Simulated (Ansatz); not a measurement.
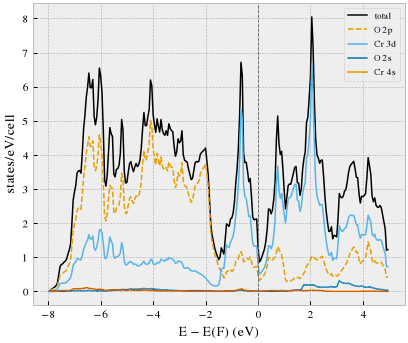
Fig. 1. Total and projected density of states of CrO₂ (rutile, P4_2/mnm), PBEsol in the plane-wave PAW code Ansatz

Q: Which orbitals carry the states next to the Fermi level?

A: Within 0.5 eV of the Fermi level: Cr 3d 64 %, O 2p 33 %. Projections are on Löwdin-orthogonalised atomic valence shells; empty p or d shells of many metals are not among them.

Q: Where is the tallest occupied peak in this window, and what makes it?

A: Near -0.6 eV, about 6.7 states/eV per cell; the largest projected share is Cr 3d.

Symmetry was held in the PBEsol relaxation. Spin order of the final state: ferromagnetic, chosen from 5 collinear starts compared on coarse meshes (ties went to the first, and starts can fall back to one state), not a proven ground state. Textbook magnetic order: ferromagnetic. No Hubbard U is applied. The compound may be a true metal, but semilocal functionals without U, or a wrong spin order, can also close a gap.

Potentials: the later of the program's two PAW sets.
